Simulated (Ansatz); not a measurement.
# CuAgI2: complex band structure, part 2 of 3

A new crystal, CuAgI2: structure, gap and complex bands. It is built by putting Cu for part of the Ag in the AgI structure of space group P6_3mc, with the volume rescaled by atomic radii. The parent structure comes from the Materials Project.

Ansatz 0.2.0; PBEsol DFT, plane waves, PAW files (the session's first sound run).

So far. Step 2 (Relaxing the new crystal): The largest force component on a free atom ends at 0.011 eV/Å.

The structure was built from a prototype and need not be the compound's stable phase.

## (3) Band edges

The energy window and the wavevectors of the next steps follow from the band edges, so these are searched first, off the mesh as well.

Contents of input.yaml:

```yaml
crystal:
  lattice:
    - [4.3221452307, 0.0, 0.0]
    - [-2.1610726153, 3.7430875687, 0.0]
    - [0.0, 0.0, 7.3051831033]
  atoms:
    - { symbol: Ag, position: [0.3333333333, 0.6666666667, 0.0175870599] }
    - { symbol: Cu, position: [0.6666666667, 0.3333333333, 0.4977440022] }
    - { symbol: I, position: [0.3333333333, 0.6666666667, 0.3932101291] }
    - { symbol: I, position: [0.6666666667, 0.3333333333, 0.8512588089] }
kpoints:
  mp_grid: { grid: [6, 6, 4] }
  band_path: { path: [VBM, CBM], npoints: 30 }
scf:
  occupations: { method: fixed }
hamiltonian:
  xc: pbesol
output:
  eigenvalues: true
  write_potential: true
  write_density: true
  volumetric_format: npy
```

Launch:

```sh
$ ansatz run input.yaml --threads 2 --pin off --max-ram 4096MiB --backend cpu --events-out ev --progress --plain --runs-dir out
```

Numbers of over 12 decimals in the logs are rounded to 6 here.

The log of the run:

```text
[...]
Crystal: 4 atoms, lattice volume = 118.184 Å³
Basis set: ecut = 420 eV, 2299 PW (Γ)
Bands: 44, of which v1, the nominal top of the filled ones, is band 36 counted from 1 (35 counted from 0)
Symmetry: 6 space group operations
[...]
k-points: 24 of 144 (time reversal used)
[...]
SCF iter   1: F=—  HF=-28976.141682 eV  |F-HF|=—  |Δ(HF+E_count)|=         —  Δρ=6.25e-3  dr2=3.35e-2  ethr=1.77e-3  ⟨swp⟩=5.1  Hψ=3596  notcnv=0  defer=137
[...]
SCF iter   9: F=-28976.132778 eV  HF=-28976.132778 eV  |F-HF|=7.11e-9  |Δ(HF+E_count)|=   5.18e-8  Δρ=4.37e-6  dr2=1.84e-8  ethr=1.39e-10  ⟨swp⟩=12.2  Hψ=4598  notcnv=0
SCF 1 converged in 9 iterations: F = -28976.132778 eV  dr2 = 1.84e-8
[...]
NSCF: frozen V_eff on 34 k-points
[...]
SCF converged after 9 iterations
Free energy (F): -28976.132778 eV
[...]
Internal energy: -28976.132778 eV  (E = F + TS)
E sigma→0 (E₀):  -28976.132778 eV
Fermi energy:    8.097632 eV
[...]
--- Band table (eV; the first three rows and the last of 24) ---
  k-point 0: bands = [... 32 lower, 7.2477, 7.9587, 8.0976, 8.0976, 9.1213, 10.4776, 13.1945, 13.2142, ... 4 higher]
  k-point 1: bands = [... 32 lower, 7.3265, 7.3585, 7.9911, 7.9911, 9.8411, 10.5664, 12.8804, 13.2831, ... 4 higher]
  k-point 2: bands = [... 32 lower, 7.4430, 7.4430, 7.8474, 7.8474, 10.2134, 10.8607, 12.6660, 13.3823, ... 4 higher]
  k-point 23: bands = [... 32 lower, 6.4112, 6.6603, 6.8451, 7.0931, 11.3446, 11.5952, 12.8493, 13.4310, ... 4 higher]
```

Run time: 16 s. Hardware: 2 threads of Intel Xeon Platinum 8488C (Sapphire Rapids), shared host; peak memory 0.47 GiB; 31 s of CPU time.

Numbers from this step:

```yaml
fermi_energy: 8.098 eV
gap_on_the_k_mesh: 1.024 eV
gap_on_path: 1.024 eV, by band count; negative where bands overlap
direct_gap_on_path: 1.024 eV
edge_places_on_path: 0, 0 1/A along the path
```

Levels at VBM (eV): -5.32, -4.59, -4.59, -4.59, -3.87, -3.87, -3.41, -3.41, -2.46, -1.88, -1.88, -0.85, -0.85, -0.14, 0.00, 0.00, 1.02, 2.38, 5.10, 5.12, 5.12, 6.52, 6.52, 7.49.

The searched edges give 1.02 eV, as on the mesh.

## (4) Complex bands, plane (001), k-mesh 6×6×4

This step: PBEsol DFT, plane waves, PAW files; complex bands by layer matching along the plane's normal (Ansatz 0.2.0).

The same crystal is laid in a cell whose first two vectors span the (001) plane (indices of the standard conventional cell, whose axes can be ordered otherwise than in the bulk input). At fixed energy and wavevector in the plane the solver finds all kz, real and complex. A few wavevectors are listed, (0, 0) and (0.5, 0) in units of the plane's reciprocal vectors; the slowest state needn't be among them.

Contents of input.yaml:

```yaml
crystal:
  lattice:
    - [4.322145231, 0.0, 0.0]
    - [2.161072615, 3.743087569, 0.0]
    - [0.0, 0.0, 7.305183103]
  atoms:
    - { symbol: Ag, position: [0.6666666667, 0.6666666667, 0.0175870599] }
    - { symbol: Cu, position: [0.3333333333, 0.3333333333, 0.4977440022] }
    - { symbol: I, position: [0.6666666667, 0.6666666667, 0.3932101291] }
    - { symbol: I, position: [0.3333333333, 0.3333333333, 0.8512588089] }
kpoints:
  mp_grid: { grid: [6, 6, 4] }
scf:
  occupations: { method: fixed }
hamiltonian:
  xc: pbesol
output:
  eigenvalues: true
  transmission:
    leads: [[0, 0]]
    kpoints: [[0.0, 0.0], [0.5, 0.0]]
    e_range: [-1.0, 2.02]
    de: 0.06
```

The log of the run:

```text
[...]
Crystal: 4 atoms, lattice volume = 118.184 Å³
Basis set: ecut = 420 eV, 2299 PW (Γ)
Bands: 44, of which v1, the nominal top of the filled ones, is band 36 counted from 1 (35 counted from 0)
Symmetry: 6 space group operations
[...]
k-points: 24 of 144 (time reversal used)
[...]
SCF iter   1: F=—  HF=-28976.141683 eV  |F-HF|=—  |Δ(HF+E_count)|=         —  Δρ=6.25e-3  dr2=3.35e-2  ethr=1.77e-3  ⟨swp⟩=5.1  Hψ=3596  notcnv=0  defer=137
[...]
SCF iter   9: F=-28976.132778 eV  HF=-28976.132778 eV  |F-HF|=7.06e-9  |Δ(HF+E_count)|=   5.19e-8  Δρ=4.37e-6  dr2=1.84e-8  ethr=1.39e-10  ⟨swp⟩=12.2  Hψ=4598  notcnv=0
SCF 1 converged in 9 iterations: F = -28976.132778 eV  dr2 = 1.84e-8
[...]
transmission: 10 of 20 steps passed
transmission: 20 of 20 steps passed
SCF converged after 9 iterations
Free energy (F): -28976.132778 eV
[...]
Internal energy: -28976.132778 eV  (E = F + TS)
E sigma→0 (E₀):  -28976.132778 eV
Fermi energy:    8.097632 eV
[...]
--- Band table (eV; the first three rows and the last of 24) ---
  k-point 0: bands = [... 32 lower, 7.2477, 7.9587, 8.0976, 8.0976, 9.1213, 10.4776, 13.1945, 13.2142, ... 4 higher]
  k-point 1: bands = [... 32 lower, 7.3265, 7.3585, 7.9911, 7.9911, 9.8411, 10.5664, 12.8804, 13.2831, ... 4 higher]
  k-point 2: bands = [... 32 lower, 7.4430, 7.4430, 7.8474, 7.8474, 10.2134, 10.8607, 12.6660, 13.3823, ... 4 higher]
  k-point 23: bands = [... 32 lower, 6.4112, 6.6603, 6.8451, 7.0931, 11.3446, 11.5952, 12.8493, 13.4310, ... 4 higher]
--- Transmission ---
  basis      : 151 plane waves across, 10 finite elements along
  points     : 2, as listed
  energies   : 51 from -1.000000 to 2.000000 eV about the Fermi level, 0.060000 eV apart; the leads are filled to 0.511826 eV, and channels, transmission and decay are at 0.500000 eV
  crystal 0  : I2Cu1Ag1, at the sites [0, 0], period 7.3052 Å: whole cells are its period
    offset         : up to 0.0000 Å between an atom of the period and one for which it stands
    channels       : 0.000000e0 a spin
    conductance    : none, the energies end too early or step too widely for 300 K: set another output.transmission.e_range or a lower de, or, where they end at an eighth of basis.ecutwfc, a higher one
    slowest decay  : 0.1023 /Å at (0.0000, 0.0000)
```

It took 21 s on 2 threads; peak memory 0.57 GiB.

This step gave:

```yaml
level_to_which_the_leads_are_filled: 0.5118 eV from the Fermi level
decay_constant_at_the_filling_level_zone_centre: 0.1023 Å⁻¹
decay_constant_at_the_filling_level_slowest_listed_point: 0.1023 Å⁻¹
```

K parallel (0, 0); values up to 1.5 1/Å, a degenerate pair printed once or twice; energies at which all values exceed this have no row. Table of Im kz of the slowest decaying states by energy, zero at the highest filled level on the SCF mesh:

| energy (eV) | decay 1 (Å⁻¹) | decay 2 (Å⁻¹) | decay 3 (Å⁻¹) | decay 4 (Å⁻¹) |
| --- | --- | --- | --- | --- |
| -1.0000 | 0.274 | 0.769 | 1.02 | 1.12 |
| -0.7600 | 0.939 | 1.11 | - | - |
| -0.5200 | 0.136 | 0.935 | 1.21 | - |
| -0.2200 | 0.928 | 1.41 | - | - |
| 0.0200 | 0.0733 | 0.0872 | 0.869 | 0.974 |
| 0.2600 | 0.0991 | 0.289 | 0.779 | 1.05 |
| 0.5000 | 0.102 | 0.376 | 0.732 | 1.08 |
| 0.7400 | 0.0874 | 0.433 | 0.698 | 1.10 |
| 0.9800 | 0.0384 | 0.476 | 0.670 | 1.10 |
| 1.2200 | 0.508 | 0.648 | 1.11 | 1.33 |
| 1.5200 | 0.539 | 0.627 | 1.10 | 1.44 |
| 1.7600 | 0.559 | 0.624 | 1.09 | 1.35 |
| 2.0000 | 0.575 | 0.678 | 1.04 | 1.22 |

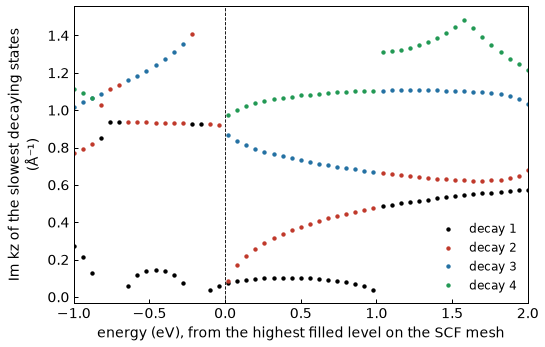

Im kz of the slowest decaying states, plotted against energy.

K parallel (0, 0). The Re kz of states that move upwards by energy, zero at the highest filled level on the SCF mesh:

| energy (eV) | channel 1 (Å⁻¹) | channel 2 (Å⁻¹) | channel 3 (Å⁻¹) |
| --- | --- | --- | --- |
| -1.000 | -0.308 | - | - |
| -0.820 | -0.240 | 0.129 | 0.129 |
| -0.580 | -0.169 | - | - |
| -0.400 | -0.118 | - | - |
| -0.220 | -0.348 | -0.348 | -0.0599 |
| 0.020 | - | - | - |
| 0.200 | - | - | - |
| 0.380 | - | - | - |
| 0.620 | - | - | - |
| 0.800 | - | - | - |
| 0.980 | - | - | - |
| 1.220 | 0.0904 | - | - |
| 1.400 | 0.134 | - | - |
| 1.580 | 0.176 | - | - |
| 1.820 | 0.236 | - | - |
| 2.000 | 0.300 | - | - |

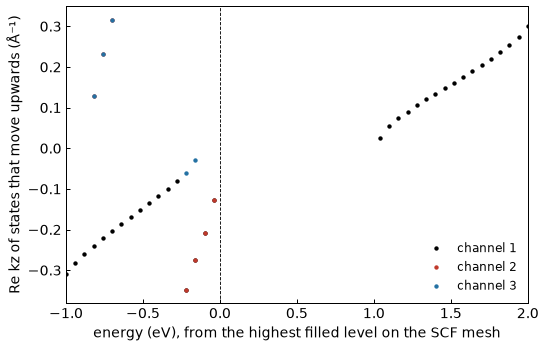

Re kz of states that move upwards, plotted against energy.

K parallel (0.5, 0); values up to 1.5 1/Å, a degenerate pair printed once or twice; energies at which all values exceed this have no row. The Im kz of the slowest decaying states by energy, zero at the highest filled level on the SCF mesh:

| energy (eV) | decay 1 (Å⁻¹) | decay 2 (Å⁻¹) | decay 3 (Å⁻¹) | decay 4 (Å⁻¹) |
| --- | --- | --- | --- | --- |
| -1.0000 | 0.0681 | 0.857 | 1.01 | 1.35 |
| -0.7600 | 0.217 | 0.891 | 1.04 | 1.40 |
| -0.5200 | 0.214 | 0.257 | 0.903 | 1.07 |
| -0.2200 | 0.280 | 0.320 | 0.908 | 1.10 |
| 0.0200 | 0.289 | 0.370 | 0.911 | 1.13 |
| 0.2600 | 0.292 | 0.405 | 0.916 | 1.15 |
| 0.5000 | 0.290 | 0.430 | 0.927 | 1.16 |
| 0.7400 | 0.285 | 0.449 | 0.949 | 1.18 |
| 0.9800 | 0.275 | 0.463 | 1.00 | 1.19 |
| 1.2200 | 0.262 | 0.472 | 1.19 | 1.35 |
| 1.5200 | 0.239 | 0.479 | 0.928 | 1.23 |
| 1.7600 | 0.213 | 0.481 | 0.797 | 1.23 |
| 2.0000 | 0.176 | 0.481 | 0.697 | 1.24 |

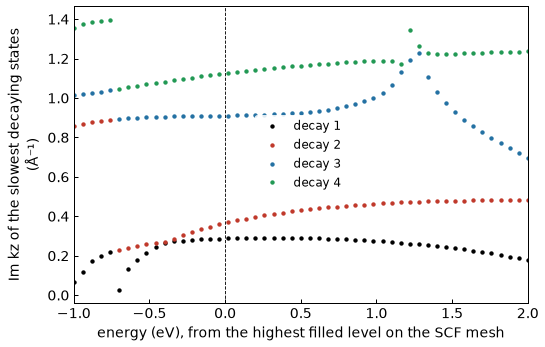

Im kz of the slowest decaying states, plotted against energy.

At the listed wavevectors the last open channel is at -0.04 eV and the next at +1.04 eV on the grid. At +0.50 eV, the grid energy nearest the filling level (the middle of the gap on the SCF mesh), the slowest state at the listed wavevectors decays with κ = 0.102 Å⁻¹, its amplitude falling by e over 9.8 Å. Through 1 nm of this crystal that state's transmission falls by exp(−2 × 0.102 Å⁻¹ × 10 Å) = 0.13.

## (5) Decay over the two-dimensional zone

The listed points could miss the slowest state, so one energy near mid-gap is solved on a mesh of 12×12.

Edit input.yaml of step 4 so:

```diff
@@ -18,6 +18,2 @@
   eigenvalues: true
-  transmission:
-    leads: [[0, 0]]
-    kpoints: [[0.0, 0.0], [0.5, 0.0]]
-    e_range: [-1.0, 2.02]
-    de: 0.06
+  transmission: { leads: [[0, 0]], kmesh: [12, 12], e_range: [0.51, 0.52], de: 0.05 }
```

The log of the run:

```text
[...]
Crystal: 4 atoms, lattice volume = 118.184 Å³
Basis set: ecut = 420 eV, 2299 PW (Γ)
Bands: 44, of which v1, the nominal top of the filled ones, is band 36 counted from 1 (35 counted from 0)
Symmetry: 6 space group operations
[...]
k-points: 24 of 144 (time reversal used)
[...]
SCF iter   1: F=—  HF=-28976.141683 eV  |F-HF|=—  |Δ(HF+E_count)|=         —  Δρ=6.25e-3  dr2=3.35e-2  ethr=1.77e-3  ⟨swp⟩=5.1  Hψ=3596  notcnv=0  defer=137
[...]
SCF iter   9: F=-28976.132778 eV  HF=-28976.132778 eV  |F-HF|=7.06e-9  |Δ(HF+E_count)|=   5.19e-8  Δρ=4.37e-6  dr2=1.84e-8  ethr=1.39e-10  ⟨swp⟩=12.2  Hψ=4598  notcnv=0
SCF 1 converged in 9 iterations: F = -28976.132778 eV  dr2 = 1.84e-8
[...]
transmission: 36 of 171 steps passed
transmission: 72 of 171 steps passed
[...]
transmission: 171 of 171 steps passed
SCF converged after 9 iterations
Free energy (F): -28976.132778 eV
[...]
Internal energy: -28976.132778 eV  (E = F + TS)
E sigma→0 (E₀):  -28976.132778 eV
Fermi energy:    8.097632 eV
[...]
--- Band table (eV; the first three rows and the last of 24) ---
  k-point 0: bands = [... 32 lower, 7.2477, 7.9587, 8.0976, 8.0976, 9.1213, 10.4776, 13.1945, 13.2142, ... 4 higher]
  k-point 1: bands = [... 32 lower, 7.3265, 7.3585, 7.9911, 7.9911, 9.8411, 10.5664, 12.8804, 13.2831, ... 4 higher]
  k-point 2: bands = [... 32 lower, 7.4430, 7.4430, 7.8474, 7.8474, 10.2134, 10.8607, 12.6660, 13.3823, ... 4 higher]
  k-point 23: bands = [... 32 lower, 6.4112, 6.6603, 6.8451, 7.0931, 11.3446, 11.5952, 12.8493, 13.4310, ... 4 higher]
--- Transmission ---
  basis      : 151 plane waves across, 9 finite elements along
  points     : 19, standing for a mesh of 12 x 12
  energies   : 1 from 0.510000 to 0.510000 eV about the Fermi level; the leads are filled to 0.511826 eV, and channels, transmission and decay are at 0.510000 eV
  crystal 0  : I2Cu1Ag1, at the sites [0, 0], period 7.3052 Å: whole cells are its period
[...]
channels       : 0.000000e0 a spin
    conductance    : none, crystal 0 has no channel at the energies, or these end too early or step too widely for 300 K: set another output.transmission.e_range or a lower de, or, where they end at an eighth of basis.ecutwfc, a higher one
    slowest decay  : 0.1020 /Å at (0.0000, 0.0000)
```

It took 13 s on 2 threads; peak memory 0.64 GiB; 25 s of CPU time.

This step gave:

* least decay constant on the mesh: 0.102 Å⁻¹

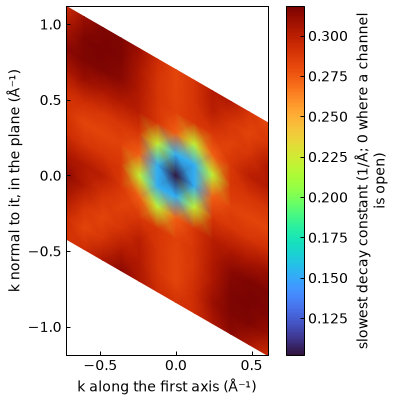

Slowest decay constant (1/Å; 0 where a channel is open) over k1 and k2. At 0.5100 eV from the Fermi level.

The least value on the mesh is 0.102 Å⁻¹ at +0.51 eV. At that energy the listed points give about 0.102 Å⁻¹ by interpolation, so the mesh holds no clearly slower state.

## (6) Decaying states in the gap, plane (100), k-mesh 6×4×6

The same for the (100) plane, at (0, 0) and (0.5, 0), to see how the decay depends on direction.

Contents of input.yaml:

```yaml
crystal:
  lattice:
    - [4.322145231, 0.0, 0.0]
    - [0.0, 7.305183103, 0.0]
    - [2.161072615, 0.0, 3.743087569]
  atoms:
    - { symbol: Ag, position: [0.3333333333, 0.0175870599, 0.3333333333] }
    - { symbol: Cu, position: [0.6666666667, 0.4977440022, 0.6666666667] }
    - { symbol: I, position: [0.3333333333, 0.3932101291, 0.3333333333] }
    - { symbol: I, position: [0.6666666667, 0.8512588089, 0.6666666667] }
kpoints:
  mp_grid: { grid: [6, 4, 6] }
scf:
  occupations: { method: fixed }
hamiltonian:
  xc: pbesol
output:
  eigenvalues: true
  transmission:
    leads: [[0, 0]]
    kpoints: [[0.0, 0.0], [0.5, 0.0]]
    e_range: [-1.0, 2.02]
    de: 0.05
```

The log of the run:

```text
[...]
Crystal: 4 atoms, lattice volume = 118.184 Å³
Basis set: ecut = 420 eV, 2299 PW (Γ)
Bands: 44, of which v1, the nominal top of the filled ones, is band 36 counted from 1 (35 counted from 0)
Symmetry: 6 space group operations
[...]
k-points: 24 of 144 (time reversal used)
[...]
SCF iter   1: F=—  HF=-28976.141688 eV  |F-HF|=—  |Δ(HF+E_count)|=         —  Δρ=6.25e-3  dr2=3.35e-2  ethr=1.77e-3  ⟨swp⟩=5.1  Hψ=3597  notcnv=0  defer=137
[...]
SCF iter   9: F=-28976.132778 eV  HF=-28976.132778 eV  |F-HF|=7.14e-9  |Δ(HF+E_count)|=   5.18e-8  Δρ=4.37e-6  dr2=1.84e-8  ethr=1.39e-10  ⟨swp⟩=12.2  Hψ=4655  notcnv=0
SCF 1 converged in 9 iterations: F = -28976.132778 eV  dr2 = 1.84e-8
[...]
transmission: 5 of 10 steps passed
transmission: 10 of 10 steps passed
SCF converged after 9 iterations
Free energy (F): -28976.132778 eV
[...]
Internal energy: -28976.132778 eV  (E = F + TS)
E sigma→0 (E₀):  -28976.132778 eV
Fermi energy:    8.097632 eV
[...]
--- Band table (eV; the first three rows and the last of 24) ---
  k-point 0: bands = [... 32 lower, 7.2477, 7.9587, 8.0976, 8.0976, 9.1213, 10.4776, 13.1945, 13.2142, ... 4 higher]
  k-point 1: bands = [... 32 lower, 7.0015, 7.3338, 7.8283, 7.9190, 10.0841, 11.1962, 12.6951, 13.5634, ... 4 higher]
  k-point 2: bands = [... 32 lower, 6.6023, 6.6818, 7.3643, 7.5699, 10.8624, 11.2274, 12.5519, 13.4098, ... 4 higher]
  k-point 23: bands = [... 32 lower, 6.4112, 6.6603, 6.8451, 7.0931, 11.3446, 11.5952, 12.8493, 13.4310, ... 4 higher]
--- Transmission ---
  basis      : 283 plane waves across, 5 finite elements along
  points     : 2, as listed
[...]
crystal 0  : Ag1I2Cu1, at the sites [0, 0], period 3.7431 Å: whole cells are its period
[...]
channels       : 0.000000e0 a spin
[...]
slowest decay  : 0.1013 /Å at (0.0000, 0.0000)
```

Wall time 45 s (2 threads); peak memory 1 GiB; 88 s of CPU time.

Numbers from this step:

```yaml
decay_constant_at_the_filling_level_zone_centre: 0.1013 Å⁻¹
decay_constant_at_the_filling_level_slowest_listed_point: 0.1013 Å⁻¹
```

K parallel (0, 0); values up to 1.5 1/Å, a degenerate pair printed once or twice; energies at which all values exceed this have no row. Im kz of the slowest decaying states against energy, zero at the highest filled level on the SCF mesh:

| energy (eV) | decay 1 (Å⁻¹) | decay 2 (Å⁻¹) | decay 3 (Å⁻¹) | decay 4 (Å⁻¹) |
| --- | --- | --- | --- | --- |
| -1.000 | 0.320 | 0.659 | 0.902 | 1.07 |
| -0.500 | 0.150 | 0.277 | 0.696 | 0.935 |
| 0.000 | 0.00123 | 0.00351 | 0.218 | 0.379 |
| 0.500 | 0.101 | 0.259 | 0.407 | 0.588 |
| 1.000 | 0.0298 | 0.243 | 0.470 | 0.641 |
| 1.500 | 0.212 | 0.498 | 0.622 | 0.670 |
| 2.000 | 0.152 | 0.508 | 0.572 | 0.614 |

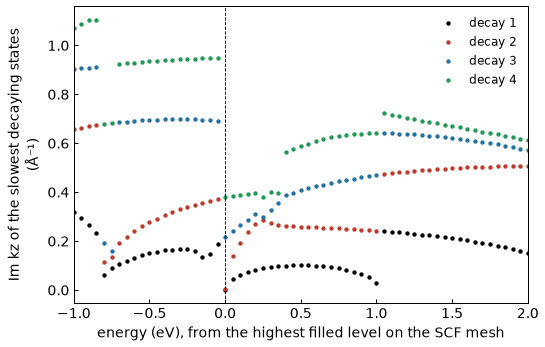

Im kz of the slowest decaying states against energy.

K parallel (0, 0). The Re kz of states that move upwards by energy, zero at the highest filled level on the SCF mesh:

| energy (eV) | channel 1 (Å⁻¹) | channel 2 (Å⁻¹) | channel 3 (Å⁻¹) | channel 4 (Å⁻¹) |
| --- | --- | --- | --- | --- |
| -1.000 | -0.760 | -0.364 | -0.211 | -0.118 |
| -0.500 | -0.535 | -0.432 | -0.197 | - |
| 0.000 | - | - | - | - |
| 0.500 | - | - | - | - |
| 1.000 | - | - | - | - |
| 1.500 | 0.165 | - | - | - |
| 2.000 | 0.283 | - | - | - |

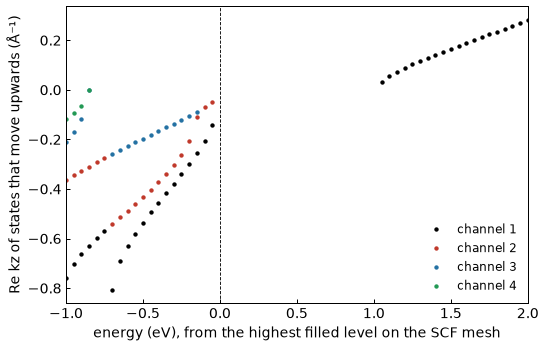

Re kz of states that move upwards, plotted against energy.

K parallel (0.5, 0); values up to 1.5 1/Å, a degenerate pair printed once or twice; energies at which all values exceed this have no row. The Im kz of the slowest decaying states by energy, zero at the highest filled level on the SCF mesh:

| energy (eV) | decay 1 (Å⁻¹) | decay 2 (Å⁻¹) | decay 3 (Å⁻¹) | decay 4 (Å⁻¹) |
| --- | --- | --- | --- | --- |
| -1.0000 | 0.0589 | 0.155 | 0.792 | 1.08 |
| -0.7500 | 0.315 | 0.488 | 1.11 | 1.16 |
| -0.5000 | 0.188 | 0.339 | 0.484 | 1.14 |
| -0.2500 | 0.246 | 0.347 | 0.493 | 1.15 |
| 0.0000 | 0.275 | 0.349 | 0.500 | 1.15 |
| 0.2500 | 0.291 | 0.346 | 0.503 | 1.13 |
| 0.5000 | 0.299 | 0.341 | 0.504 | 1.12 |
| 0.7500 | 0.300 | 0.334 | 0.502 | 1.10 |
| 1.0000 | 0.296 | 0.325 | 0.497 | 1.08 |
| 1.2500 | 0.286 | 0.315 | 0.489 | 1.06 |
| 1.5000 | 0.271 | 0.302 | 0.479 | 1.04 |
| 1.7500 | 0.252 | 0.287 | 0.466 | 1.01 |
| 2.0000 | 0.227 | 0.268 | 0.451 | 0.978 |

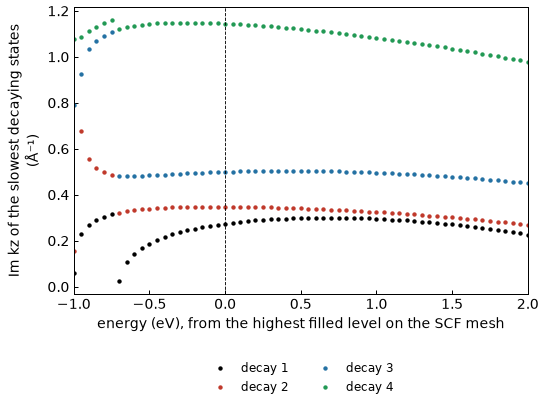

Im kz of the slowest decaying states, plotted against energy.

At the listed wavevectors the last open channel is at -0.05 eV and the next at +1.05 eV on the grid. At +0.50 eV, the grid energy nearest the filling level (the middle of the gap on the SCF mesh), the slowest state at the listed wavevectors decays with κ = 0.101 Å⁻¹, its amplitude falling by e over 9.9 Å; the first such run, plane (001), gave 0.102 Å⁻¹.

(Part 2 of 3 ends here.)

[Logs are printed without paths, hosts, clocks, repeated set-up lines and the standing remarks that a program may print on its own settings, such as how far it seeks lower states.]

[Hosts, paths, dates, database ids (printed as entryN), source tags and the programs' standing remarks are cut or masked in the printed files.]

[New means built here by substitution; the compound itself may be known and measured.]
